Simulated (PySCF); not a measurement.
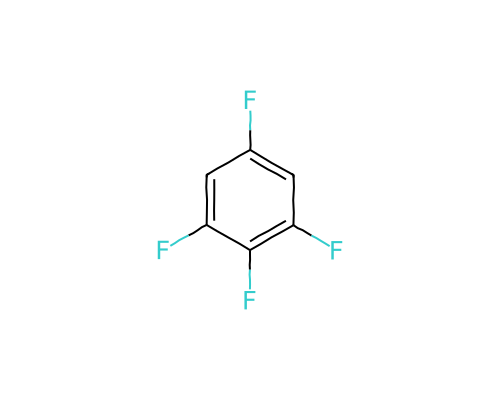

> Write the SMILES.

Fc1cc(F)c(F)c(F)c1

> What is the molecular formula?

C6H2F4.

> An optimisation with GFN2-xTB gave a structure of which point group?

C2v.

The parts below concern this one geometry. Atoms keep their numbers from picture to picture. The computed structure is the end point of a GFN2-xTB optimisation. No frequency run is at hand to confirm it as a minimum.

Shape

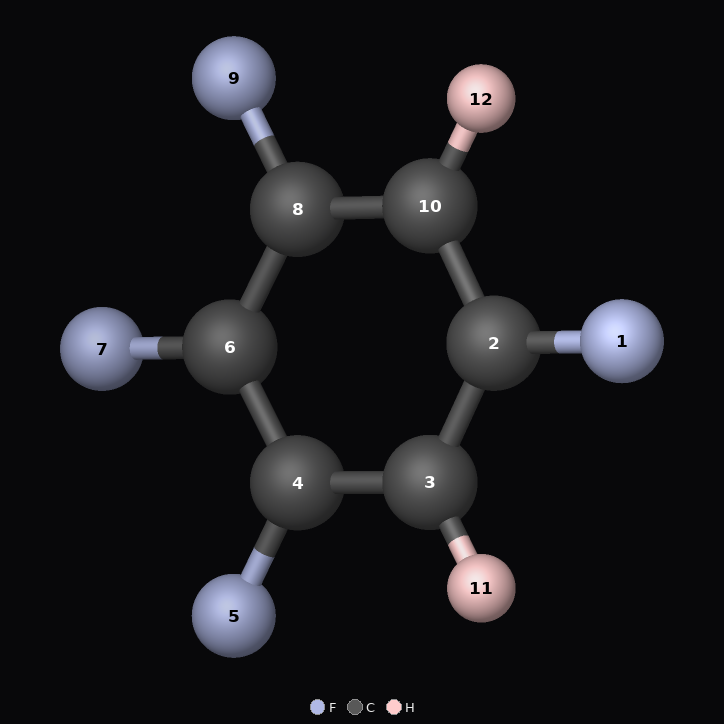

The atoms are numbered. No frequency run is at hand to confirm it as a minimum.

> What is the geometry at C2?

C2 has 3 neighbours (F1 at 1.34, C3 at 1.38, C10 at 1.38 Å); the arrangement is trigonal planar.

> How are the neighbours of atom 3 arranged?

C3 has 3 neighbours (C2 at 1.38, C4 at 1.38, H11 at 1.08 Å); the arrangement is trigonal planar.

> How are the neighbours of atom 6 arranged?

C6 has 3 neighbours (C4 at 1.39, F7 at 1.34, C8 at 1.39 Å); the arrangement is trigonal planar.

> What is the geometry at C4?

C4 has 3 neighbours (C3 at 1.38, F5 at 1.34, C6 at 1.39 Å); the arrangement is trigonal planar.

> What is the dihedral angle C3–C4–C6–F7?

180° in size, that is anti.

Charges

The questions are on ESP-fitted charges. No frequency run is at hand to confirm it as a minimum. Properties computed with PBE0/pcSseg-1, gas phase (PySCF 2.14.0).

List the ESP-fitted charges.

| atom | value (e) |
| --- | --- |
| F1 | −0.18 |
| C2 | 0.46 |
| C3 | −0.54 |
| C4 | 0.34 |
| F5 | −0.15 |
| C6 | 0.01 |
| F7 | −0.12 |
| C8 | 0.34 |
| F9 | −0.15 |
| C10 | −0.55 |
| H11 | 0.27 |
| H12 | 0.27 |

Electronic properties

No frequency run is at hand to confirm it as a minimum. Method: PBE0/pcSseg-1, gas phase (PySCF 2.14.0).

> Estimate the HOMO energy (Kohn–Sham orbital).

−7.68 eV.

> Give the dipole moment at this level.

1.40 D.

> What is the HOMO–LUMO gap?

6.70 eV.

Ring current

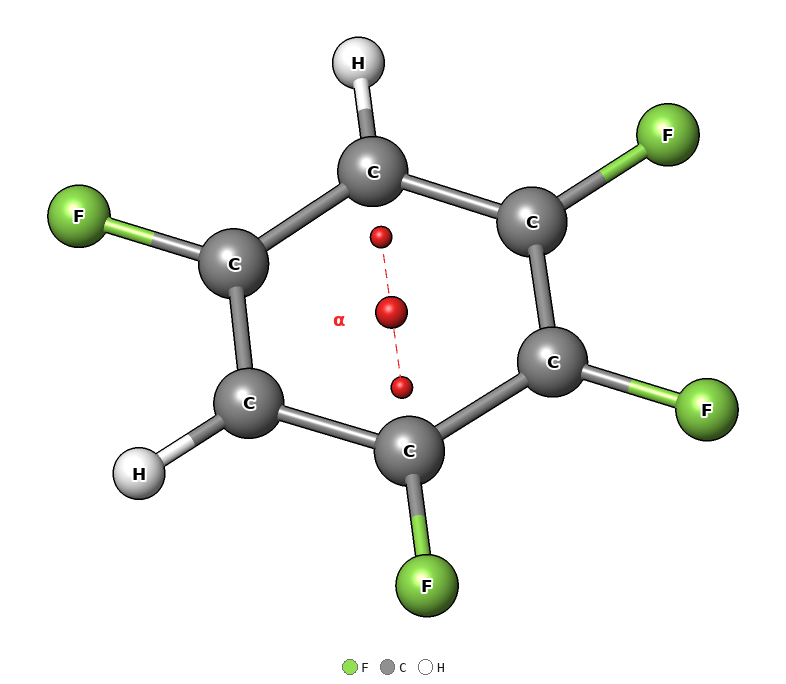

The small points mark where nucleus-independent chemical shifts (NICS) were computed: at the centre of each lettered ring and 1 Å above and below it. No frequency run is at hand to confirm it as a minimum. Method: GIAO PBE0/pcSseg-1 NMR shielding, non-relativistic, gas phase (PySCF 2.14.0).

Give NICS(0), NICS(1) and the out-of-plane component NICS(1)zz for each ring (means of the two sides).

```
ring  members  NICS(0)  NICS(1)  NICS(1)zz
   α       C6    −14.5    −11.4      −25.1
```

Values in ppm.

> What do the values say about the ring currents?

Ring α: diatropic, as in an aromatic ring. NICS is one index among several.

NMR shielding

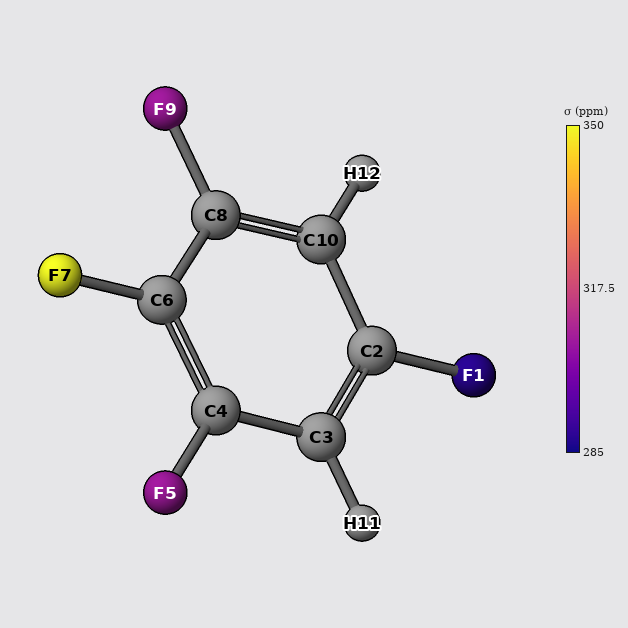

Atoms are coloured by their isotropic NMR shieldings (F only, the others grey). No frequency run is at hand to confirm it as a minimum. Method: GIAO PBE0/pcSseg-1 NMR shielding, non-relativistic, gas phase (PySCF 2.14.0).

Give the isotropic NMR shieldings of the F atoms atom by atom.

```
atom  σ (ppm)
  F1    288.2
  F5    307.5
  F7    349.7
  F9    307.5
```
